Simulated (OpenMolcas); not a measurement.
How basis sets differ on AlH2SO (SMILES [OH][Al][SH])

AlH2SO: 5 atoms, total charge 0, spin state doublet. As SMILES, `[OH][Al][SH]`. Geometry: a GFN2-xTB relaxation, a rough one for these elements and not checked as a minimum. This is one conformer, not always the lowest.

```
atom    x (Å)    y (Å)    z (Å)
   O  -1.1260  -0.8479  -0.0194
  Al   0.5058  -0.8964  -0.2213
   S   1.8675   0.8997  -0.0542
   H  -2.0672  -0.8333   0.1048
   H   0.8199   1.6780   0.1901
```

Each level gives the dipole moment (D). The values are calculated.

```
       level          kind     program  value (D)
UHF/ANO-L-MB  Hartree–Fock  OpenMolcas       3.29
  UHF/STO-3G  Hartree–Fock  OpenMolcas       2.58
   UHF/3-21G  Hartree–Fock  OpenMolcas       3.98
UHF/def2-SVP  Hartree–Fock  OpenMolcas       2.78
```

The values span 2.58 to 3.98 D. Sets without polarisation functions give poor dipoles.

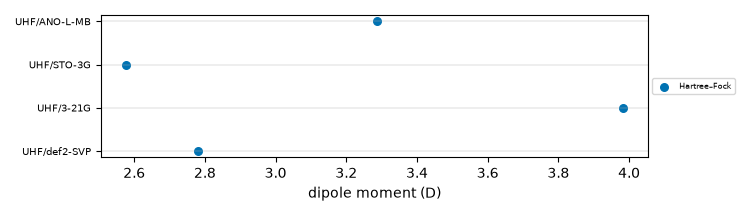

The values of the table, level by level.
